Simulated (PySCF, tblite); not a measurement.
# C5H11SSi radical: geometry, infrared bands and EPR parameters

Wanted: the infrared bands and EPR parameters of C5H11SSi radical (`[CH2]CCS[SiH]1CC1`), by calculation.

Computed with tblite 0.8.0 and PySCF 2.14.0, with density-fitted response routines of our own, on a single molecule in the gas phase. Atoms are numbered from 0 throughout.

## 1. The molecule as given

18 atoms, charge 0, multiplicity 2; geometry from: force field or distance geometry start.

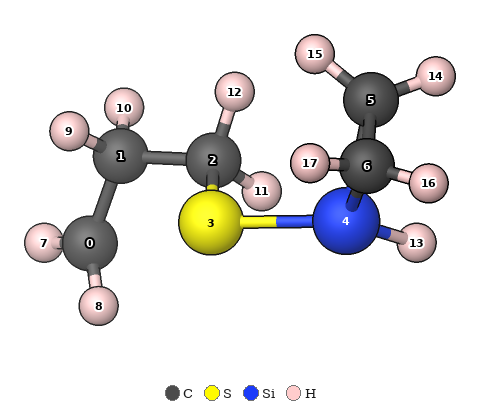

As it starts; carbon dark grey, sulfur yellow, silicon blue, hydrogen pink, atoms numbered; sticks join atoms by distance.

## 2. Geometry optimisation with GFN2-xTB

The job: settings as JSON, then the geometry in Å.

```
{"job": {"kind": "relax", "xc": "GFN2-xTB", "basis": "xTB"}, "charge": 0, "multiplicity": 2}
C     -3.439900    -0.152000     0.003400
C     -2.381800     0.898400     0.041500
C     -1.020800     0.439900    -0.522100
S     -0.190300    -0.760300     0.539000
Si     1.579200    -1.241700    -0.514300
C      2.657300     0.323400    -0.466000
C      3.140100    -0.837400     0.321600
H     -4.481400     0.156700    -0.060300
H     -3.224300    -1.181400     0.269100
H     -2.263700     1.247300     1.086100
H     -2.730100     1.749300    -0.538400
H     -1.177500     0.007900    -1.520600
H     -0.387100     1.322100    -0.619300
H      1.446300    -1.538500    -1.967600
H      3.134300     0.553900    -1.406300
H      2.213300     1.160600     0.069000
H      4.023700    -1.359900    -0.020000
H      3.094000    -0.781800     1.406900
```

Launch:

```sh
$ OMP_NUM_THREADS=1 python probes_run.py task.json out
```

The driver reads the jobs from task.json and runs them one after another.

The program printed:

```text
step      E/eV     max force
  0    -575.22123    2.471
  1    -575.35715    0.908
  2    -575.41587    0.658
  3    -575.47330    0.679
  4    -575.51023    0.723
  5    -575.56004    0.692
  6    -575.59106    0.474
  7    -575.61552    0.469
  8    -575.63299    0.366
  9    -575.65229    0.394
 10    -575.67016    0.359
 11    -575.68158    0.229
 12    -575.68613    0.144
 13    -575.68820    0.117
 14    -575.68957    0.108
 15    -575.69089    0.097
 16    -575.69212    0.114
 17    -575.69296    0.080
 18    -575.69348    0.056
 19    -575.69393    0.063
 20    -575.69443    0.062
 21    -575.69496    0.067
 22    -575.69551    0.078
 23    -575.69619    0.095
 24    -575.69718    0.090
 25    -575.69846    0.113
 26    -575.69957    0.087
 27    -575.70018    0.056
 28    -575.70048    0.043
 29    -575.70072    0.042
 30    -575.70101    0.051
 31    -575.70131    0.055
 32    -575.70160    0.049
 33    -575.70187    0.036
 34    -575.70213    0.039
 35    -575.70234    0.034
 36    -575.70251    0.037
 37    -575.70268    0.035
 38    -575.70292    0.047
 39    -575.70321    0.048
 40    -575.70348    0.036
 41    -575.70368    0.033
 42    -575.70387    0.040
 43    -575.70413    0.045
 44    -575.70449    0.055
 45    -575.70490    0.054
 46    -575.70522    0.035
 47    -575.70546    0.037
 48    -575.70570    0.043
 49    -575.70601    0.048
 50    -575.70634    0.053
 51    -575.70660    0.037
 52    -575.70676    0.021
 53    -575.70685    0.031
 54    -575.70693    0.029
 55    -575.70702    0.024
 56    -575.70710    0.023
 57    -575.70718    0.021
 58    -575.70725    0.018
 59    -575.70732    0.022
 60    -575.70741    0.023
 61    -575.70753    0.028
 62    -575.70767    0.031
 63    -575.70779    0.027
 64    -575.70787    0.022
 65    -575.70793    0.019
 66    -575.70799    0.018
 67    -575.70806    0.019
 68    -575.70812    0.017
 69    -575.70819    0.016
 70    -575.70827    0.019
 71    -575.70837    0.022
 72    -575.70850    0.033
 73    -575.70869    0.037
 74    -575.70895    0.039
 75    -575.70922    0.059
 76    -575.70952    0.046
 77    -575.70980    0.044
 78    -575.71020    0.040
 79    -575.71044    0.037
 80    -575.71078    0.043
 81    -575.71093    0.060
 82    -575.71120    0.055
 83    -575.71151    0.054
 84    -575.71216    0.050
 85    -575.71251    0.069
 86    -575.71277    0.114
 87    -575.71303    0.056
 88    -575.71328    0.036
 89    -575.71344    0.034
 90    -575.71356    0.038
 91    -575.71364    0.036
 92    -575.71370    0.026
 93    -575.71379    0.019
 94    -575.71392    0.019
 95    -575.71407    0.034
 96    -575.71416    0.047
 97    -575.71423    0.088
 98    -575.71439    0.031
 99    -575.71451    0.023
100    -575.71486    0.032
101    -575.71500    0.140
102    -575.71543    0.035
103    -575.71576    0.033
104    -575.71548    0.197
105    -575.71608    0.022
106    -575.71619    0.024
107    -575.71610    0.158
108    -575.71639    0.037
109    -575.71646    0.037
110    -575.71671    0.078
111    -575.71684    0.037
112    -575.71700    0.037
113    -575.71720    0.029
114    -575.71739    0.046
115    -575.71751    0.042
116    -575.71764    0.028
117    -575.71789    0.036
118    -575.71802    0.025
119    -575.71811    0.024
120    -575.71821    0.030
121    -575.71828    0.015
122    -575.71834    0.036
123    -575.71840    0.014
124    -575.71846    0.017
125    -575.71852    0.018
126    -575.71859    0.020
127    -575.71865    0.019
128    -575.71871    0.018
129    -575.71876    0.014
130    -575.71881    0.014
131    -575.71881    0.050
132    -575.71887    0.016
133    -575.71889    0.013
134    -575.71894    0.008
```

Run time: 1.1 s. Hardware: 1 thread of Arm Neoverse V1, shared host.

Relaxation path: (not every step is listed)

```tsv
step	energy from step 0 (eV)	largest force (eV/Å)
0	0.0000	2.4710
1	-0.1359	0.9084
2	-0.1946	0.6577
3	-0.2521	0.6793
4	-0.2890	0.7226
5	-0.3388	0.6923
6	-0.3698	0.4740
7	-0.3943	0.4694
8	-0.4118	0.3660
20	-0.4732	0.0623
32	-0.4804	0.0493
44	-0.4833	0.0554
56	-0.4859	0.0234
68	-0.4869	0.0174
80	-0.4896	0.0425
92	-0.4925	0.0265
104	-0.4942	0.1967
116	-0.4964	0.0284
128	-0.4975	0.0179
129	-0.4975	0.0139
130	-0.4976	0.0136
131	-0.4976	0.0497
132	-0.4976	0.0161
133	-0.4977	0.0132
134	-0.4977	0.0083
```

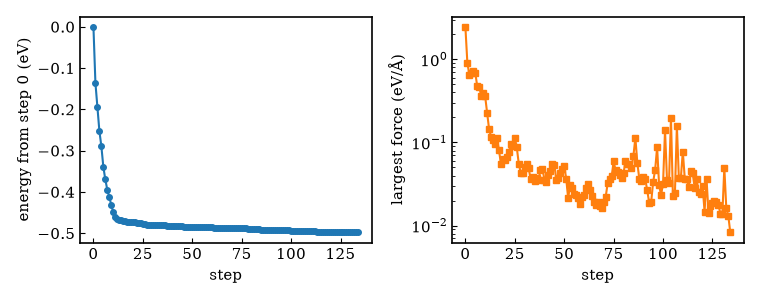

Energy and force, step by step.

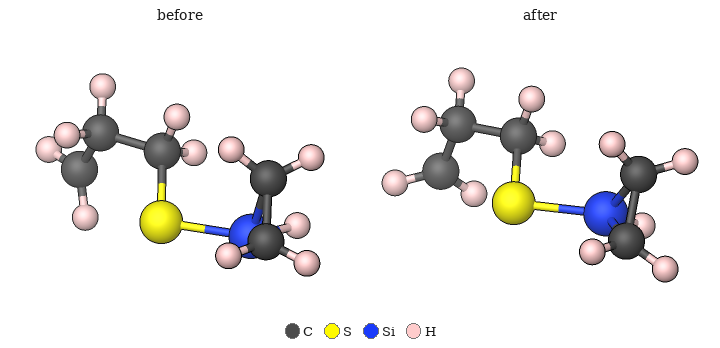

The geometry before (left) and after (right).

Distances of close pairs at the start and the end, largest changes first:

```tsv
bond	before (Å)	after (Å)	change (Å)
Si4–C6	1.816	1.875	+0.058
C5–C6	1.484	1.539	+0.056
Si4–H13	1.489	1.450	-0.039
C2–S3	1.804	1.838	+0.033
C0–C1	1.491	1.471	-0.020
S3–Si4	2.115	2.134	+0.019
Si4–C5	1.901	1.882	-0.019
C1–C2	1.543	1.525	-0.017
```

The final coordinates are the input of the step that follows.

## 3. Vibrational analysis with GFN2-xTB

The job: settings as JSON, then the geometry in Å.

```
{"job": {"kind": "ir", "xc": "GFN2-xTB", "basis": "xTB"}, "charge": 0, "multiplicity": 2}
C     -3.403937    -0.310507     0.064820
C     -2.581637     0.905915    -0.030919
C     -1.177004     0.628157    -0.556699
S     -0.264395    -0.413610     0.651455
Si     1.467085    -0.854953    -0.515627
C      2.941198     0.315474    -0.493723
C      3.124789    -0.955868     0.354054
H     -4.144301    -0.414043     0.831755
H     -3.283214    -1.103806    -0.646699
H     -2.517605     1.395100     0.944701
H     -3.042645     1.632329    -0.722743
H     -1.220179     0.086818    -1.501228
H     -0.616170     1.553242    -0.689063
H      1.163978    -1.629485    -1.703812
H      3.578275     0.395226    -1.362430
H      2.907510     1.243608     0.060206
H      3.861913    -1.658335    -0.003642
H      3.197580    -0.808943     1.421293
```

The program printed:

```text
mode    cm-1     km/mol
  1      20.0      0.47
  2      29.8      0.44
  3      72.4      0.92
  4      89.2      0.09
  5     103.9      0.11
  6     147.5     10.71
  7     185.8      3.56
  8     240.4      2.12
  9     401.9     13.46
 10     452.7     47.39
 11     459.5     45.50
 12     508.9     49.69
 13     607.8    133.78
 14     663.1      0.34
 15     687.7     13.66
 16     710.7     27.09
 17     750.3     41.88
 18     762.8     79.17
 19     838.5      0.45
 20     857.9      8.35
 21     861.6     61.98
 22     949.9      1.99
 23    1024.2     36.83
 24    1038.4      0.90
 25    1055.4      0.64
 26    1084.7     44.73
 27    1128.6      1.30
 28    1136.7      1.62
 29    1155.2      0.01
 30    1188.5      0.07
 31    1251.0     19.90
 32    1319.3      1.50
 33    1400.7      0.68
 34    1426.3      0.71
 35    1434.7      7.16
 36    1446.5      0.14
 37    1447.1      0.88
 38    2352.5    251.28
 39    2794.8     39.22
 40    2961.6      4.43
 41    2975.7     23.74
 42    2983.1     20.88
 43    3057.5     12.60
 44    3071.4     12.42
 45    3075.4     13.37
 46    3093.1     62.25
 47    3140.6     15.01
 48    3186.2     28.03
```

Run time: 0.74 s. Hardware: 1 thread of Arm Neoverse V1, shared host.

The strongest bands and the atoms that carry them (share of the mass-weighted mode):

```tsv
cm⁻¹	km/mol	atoms
453	47.4	H8 28 %, H7 24 %, C0 23 %
460	45.5	H13 77 %
509	49.7	S3 49 %, Si4 27 %
608	133.8	H13 92 %
763	79.2	Si4 36 %, C6 20 %, C5 17 %
862	62.0	H17 20 %, H15 19 %, H16 19 %, H14 19 %
2352	251.3	H13 97 %
3093	62.2	H16 47 %, H17 25 %, H14 13 %
```

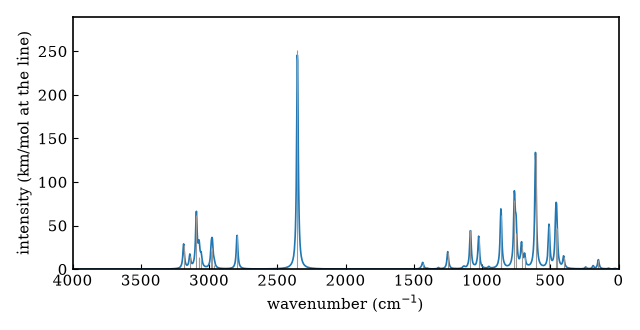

The infrared spectrum from these modes, unscaled. Lines are broadened to a width of 14 cm⁻¹ (Lorentzian).

## 4. EPR parameters: B3LYP/pcH-1

Settings changed since step 3:

```diff
@@ -1,2 +1,2 @@
-{"job": {"kind": "ir", "xc": "GFN2-xTB", "basis": "xTB"}, "charge": 0, "multiplicity": 2}
+{"job": {"kind": "epr", "basis": "pcH-1"}, "charge": 0, "multiplicity": 2}
 C     -3.403937    -0.310507     0.064820
```

Level: UKS B3LYP, pcH-1 on C H S Si, non-relativistic, mean-field spin-orbit, GIAO.

The program printed:

```text
UKS, coarse grid
  cycle   1  E = -884.71821767  |g| = 3.94e-01
  cycle   2  E = -884.63800127  |g| = 5.37e-01
  cycle   3  E = -884.79532201  |g| = 6.65e-02
  cycle   4  E = -884.79740320  |g| = 3.65e-02
  cycle   5  E = -884.79811293  |g| = 6.68e-03
  cycle   6  E = -884.79813306  |g| = 3.32e-03
  cycle   7  E = -884.79814143  |g| = 1.02e-03
  cycle   8  E = -884.79814133  |g| = 5.12e-04
UKS, final grid
  cycle   1  E = -884.79807318  |g| = 7.09e-04
  cycle   2  E = -884.79807289  |g| = 1.04e-03
  cycle   3  E = -884.79807343  |g| = 5.42e-05
  cycle   4  E = -884.79807343  |g| = 2.13e-05
E = -884.79807343 Eh   <S^2> = 0.7537 (exact 0.7500)
g shifts (ppm)      1          2          3
  rmc          -138       -138       -138
  gc              9         39         16
  oz_so           2        572       1462
  total        -126        473       1340
hyperfine (MHz)  atom isotope    a_iso     a_fc   dipolar eigenvalues
    0   13C      88.77      88.88    -82.03    -81.32    163.35
    1   13C     -34.11     -34.12     -2.27      0.15      2.12
    2   13C      33.33      33.34     -2.52     -1.87      4.39
    3   33S       2.04       2.06     -1.53     -1.10      2.63
    4  29Si       0.98       0.99     -0.41     -0.08      0.49
    5   13C       2.29       2.29     -0.45     -0.43      0.87
    6   13C       0.30       0.30     -0.16     -0.14      0.30
    7    1H     -64.64     -64.65    -39.66     -0.20     39.86
    8    1H     -63.72     -63.73    -39.43     -0.48     39.91
    9    1H      32.15      32.14     -5.06     -4.36      9.42
   10    1H     150.36     150.36     -6.02     -3.19      9.21
   11    1H      -2.28      -2.28     -3.12     -2.85      5.97
   12    1H      -1.98      -1.98     -2.38     -1.70      4.08
   13    1H      -0.24      -0.24     -0.61     -0.55      1.17
   14    1H       0.46       0.46     -0.38     -0.18      0.56
   15    1H      -0.28      -0.28     -0.45     -0.16      0.61
   16    1H      -0.00      -0.00     -0.23     -0.21      0.44
   17    1H       0.26       0.26     -0.32     -0.23      0.55
```

Wall time 1.7 min (1 thread of Arm Neoverse V1, shared host); peak memory 0.98 GiB.

Principal g values 2.00219, 2.00279, 2.00366; g(iso) = 2.00288, against 2.00232 for a free electron.

Mean a(iso) over the nuclei that a row names, and the largest dipolar term of the row (other rows stand at the frozen geometry):

```tsv
nuclei	isotope	a(iso) (MHz)	a(iso) (G, at g = 2.0023)	largest dipolar term (MHz)
H9, H10	1H	91.3	32.6	9.4
C0	13C	88.8	31.7	163.4
H7, H8	1H	-64.2	-22.9	39.9
C1	13C	-34.1	-12.2	-2.3
C2	13C	33.3	11.9	4.4
H11, H12	1H	-2.1	-0.8	6.0
S3	33S	2.0	0.7	2.6
C5, C6	13C	1.3	0.5	0.9
Si4	29Si	1.0	0.4	0.5
H13	1H	-0.2	-0.1	1.2
H14, H16	1H	0.2	0.1	0.6
H15, H17	1H	0.0	0.0	0.6
```

Mulliken spin populations:

C0 1.07; C1 -0.08; C2 0.02; S3 0.01; Si4 0.00; C5 0.00; C6 0.00; H7 -0.05; H8 -0.05; H9 0.01; H10 0.06; H11 0.00; H12 0.00; H13 0.00; H14 0.00; H15 0.00; H16 0.00; H17 0.00

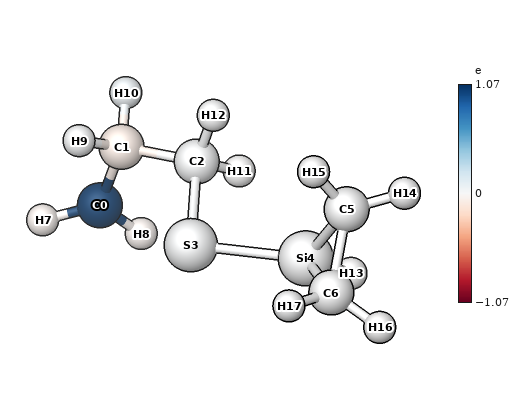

Mulliken spin populations, as colours on the atoms.

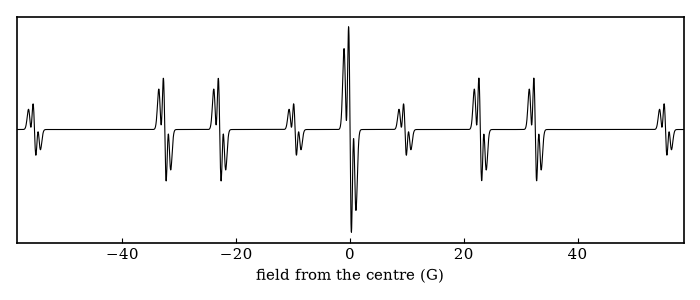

First-order isotropic spectrum (first derivative, main isotopes with spin only, couplings over 0.8 MHz, Gaussian width 0.3 G; couplings of the frozen geometry, rotation of groups not averaged beyond the rows shown).

Orbitals, density, ELF and potential are computed afterwards from the orbital file.

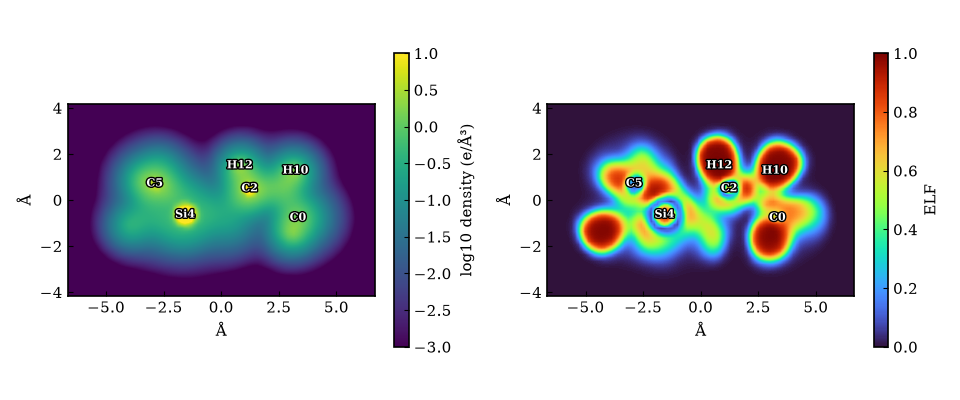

Density (left) and ELF (right) in a plane through or near 6 of the atoms.

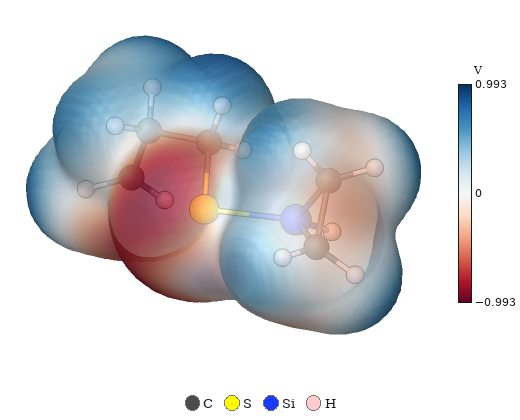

Electrostatic potential on the surface of density 0.002 e/bohr³; red is low, blue high. It runs from -0.99 V near S3 to 0.85 V near H11.

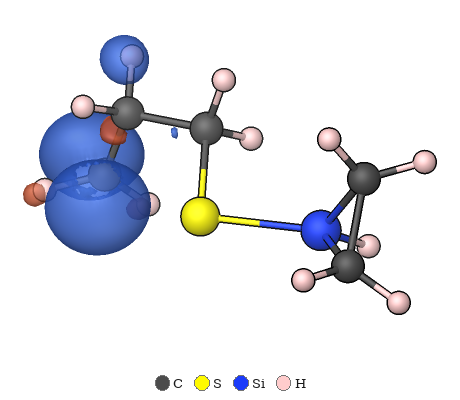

Spin density at ±0.04 e/Å³ (alpha excess blue, beta excess red).

## 5. What came out

| quantity | value |
| --- | --- |
| strongest single infrared mode (GFN2-xTB) | 2352 cm⁻¹, 251 km/mol |
| zero-point energy (GFN2-xTB) | 88.1 kcal/mol |
| g(iso) (B3LYP) | 2.00288 |
| ⟨S²⟩ | 0.754 (exact 0.75) |
| largest a(iso) (averaged by class) | 1H on H9, H10, 91.3 MHz |
| surface potential, least and greatest | -0.99 V and 0.85 V |

Over 134 steps the energy fell by 0.498 eV; of the close pairs, Si4–C6 changed most, 1.816 to 1.875 Å. All 48 modes are real, so the xTB geometry is a minimum. The strongest single mode, at 2352 cm⁻¹, moves mainly H13. Unscaled tight-binding wavenumbers are off by several per cent, some by more. Its intensities can rank the bands wrongly. Most of the unpaired spin sits on C0 (1.07 e). The isotropic g lies 0.6 ppt above the free-electron value.
